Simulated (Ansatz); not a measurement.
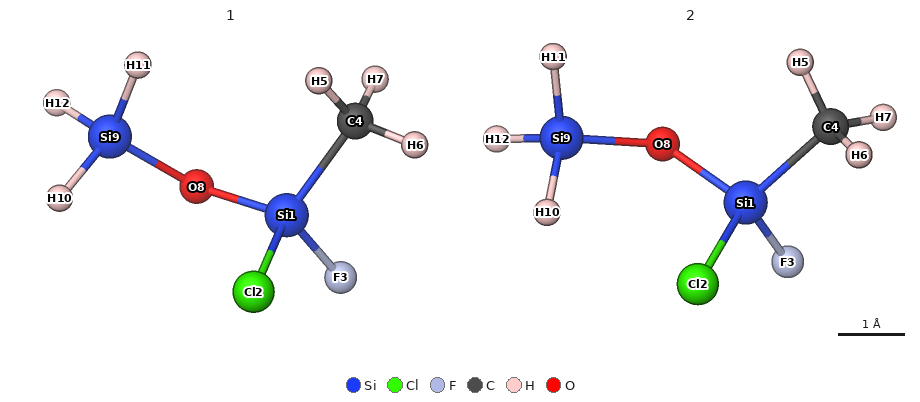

Two geometries of CH6ClFOSi2, drawn at one scale. One is the start of a relaxation, the other its converged end. A ball-and-stick model, seen at a tilt.

The calculation used RKS B3LYP-D4/STO-3G (Ansatz 0.2.0). Set-up: no spin polarisation; force threshold 0.02 eV/Å; at most 40 steps.

Which one is relaxed?

Answer. Structure 1 is the relaxed one. The run prepares the start of a later molecular dynamics calculation, from a guessed geometry. H7 moves most after the best rigid fit: 0.95 Å. By element the largest moves are H 0.95 Å, O 0.67 Å, F 0.35 Å, Cl 0.34 Å, C 0.25 Å, Si 0.20 Å. Among the contacts that change: Si1–F3 1.590 → 1.623 Å, Si1–O8 1.679 → 1.659 Å, O8–Si9 1.680 → 1.700 Å, Si9–H12 1.460 → 1.445 Å. Bond angles that change, for instance: C4–Si1–O8 109.5° → 114.7°, F3–Si1–O8 109.5° → 105.2°, O8–Si9–H12 109.5° → 105.9°. Groups turn about O8–Si9 by about 55°, Si1–O8 by about 40°, Si1–C4 by about 40°. The energy falls by 5.03 kcal/mol in 17 accepted moves (18 points after the start). Largest force component: 1.8 eV/Å at the start, 0.019 eV/Å at the end. The line search rejected the trial step at point 11 of the run. The forces were under the threshold at step 16, but the run went on from there.

Limits of the set-up: STO-3G is a minimal basis, so the numbers are rough.
